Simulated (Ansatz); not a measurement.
```xyz
12

B    -1.0837    1.6788   -0.2613
Si    0.3137    0.5870    0.6201
B    -0.2878   -0.8822    1.8038
Si    0.8009   -0.7750   -1.2618
H    -2.1281    1.1649   -0.5349
H    -0.8998    2.8123   -0.5919
H     1.5812    1.2781    0.9884
H    -1.3213   -1.4316    1.5590
H     0.3732   -1.2860    2.7137
H     1.2806    0.0644   -2.3923
H    -0.4181   -1.5095   -1.6865
H     1.8660   -1.7562   -0.9223
```

Geometry: PBE0-D4/def2-TZVP.

All numbers below come from RKS PBE0-D4/def2-TZVPP in Ansatz 0.2.0.

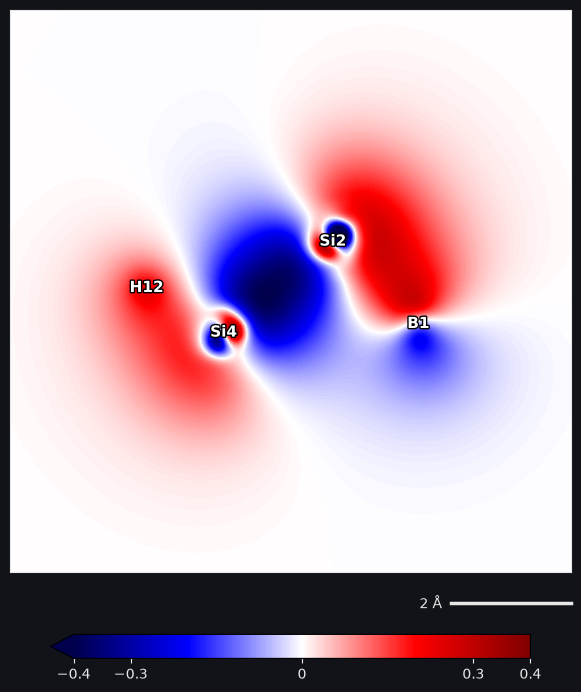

B₂H₈Si₂. The HOMO on the plane of atoms Si2, Si4 and H12 (values in Å⁻³ᐟ²; the overall sign is arbitrary).

Question: What is the character of this orbital?

Answer: By Hirshfeld shares it lies mainly on Si2 (about 35 %), Si4 (about 30 %), B1 (about 10 %) and B3 (about 10 %). Its energy is −7.95 eV.
